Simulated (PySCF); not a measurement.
**C$_{3}$H$_{10}$N$_{2}$Si$_{2}$ (SMILES C1CC1N1[SiH2]N[SiH2]1): density, localisation and related maps**

The calculation's input:

```
{"job": {"kind": "nmr", "xc": "PBE0", "basis": "pcSseg-1", "pop": false}, "charge": 0, "multiplicity": 1}
C      1.622400    -0.278800    -1.428900
C      2.147700    -0.144500    -0.026600
C      0.929100     0.626200    -0.457500
N     -0.349000     0.304300     0.041000
Si    -1.524700     1.271500     0.894300
N     -2.372800    -0.240600     1.003300
Si    -1.192500    -1.216200     0.175600
H      2.190000     0.158100    -2.236900
H      1.122700    -1.199700    -1.686500
H      1.993900    -0.975500     0.643700
H      3.075100     0.386200     0.127600
H      1.056900     1.694900    -0.600500
H     -2.157600     2.283900     0.051800
H     -1.072100     1.801700     2.178700
H     -3.269500    -0.472000     1.385400
H     -0.562200    -2.223900     1.028000
H     -1.644400    -1.763600    -1.102300
```

Launched as:

```sh
OMP_NUM_THREADS=1 python probes_run.py task.json out
```

Geometry: GFN2-xTB, NEB image 0 of 0 to 8.

Method: PBE0/pcSseg-1, SCF density, gas phase, non-relativistic (PySCF 2.14.0).

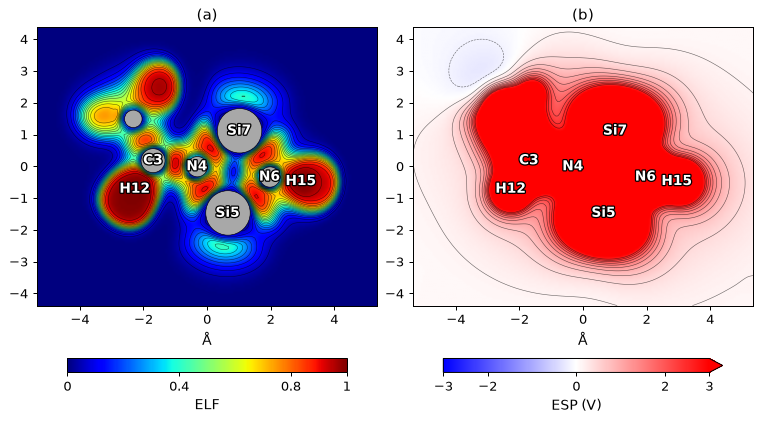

Figure 1. (a) ELF; (b) electrostatic potential on the plane of atoms N4, Si7 and N6. Grey discs cover the atomic cores in the ELF map.

Question: Read the bonding off the picture.

Answer: The section cuts through C, N, Si and H sites. C–N (1.41 Å): the ELF peaks at about 0.95 between the atoms (a covalent bond). Si–N (1.74 Å): the ELF peaks at about 0.90 between the atoms (a shared but strongly polarised pair). N–H (1.00 Å): the ELF climbs to about 1 towards the hydrogen, as it does in any bond to H (an ordinary covalent bond to hydrogen). C–H (1.09 Å): the ELF climbs to about 1 towards the hydrogen (an ordinary covalent bond to hydrogen). The potential has no marked negative region in this plane.

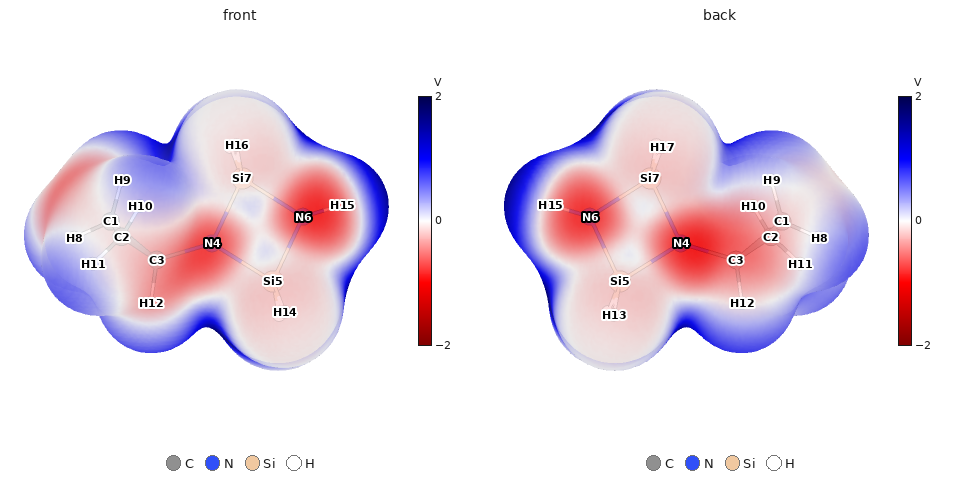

Figure 2. The electrostatic potential painted on the density surface at 0.002 e/bohr³, seen from the front and from behind; the colour scale runs from red (negative) to blue (positive).

Question: Describe the electrostatic potential map.

Answer: The most negative region (about −0.9 V) lies over C3, N4 and N6, the most positive (about +1.7 V) over Si5 and Si7.

Question: What dipole moment does the calculation give?

Answer: Its dipole moment is 0.44 D.
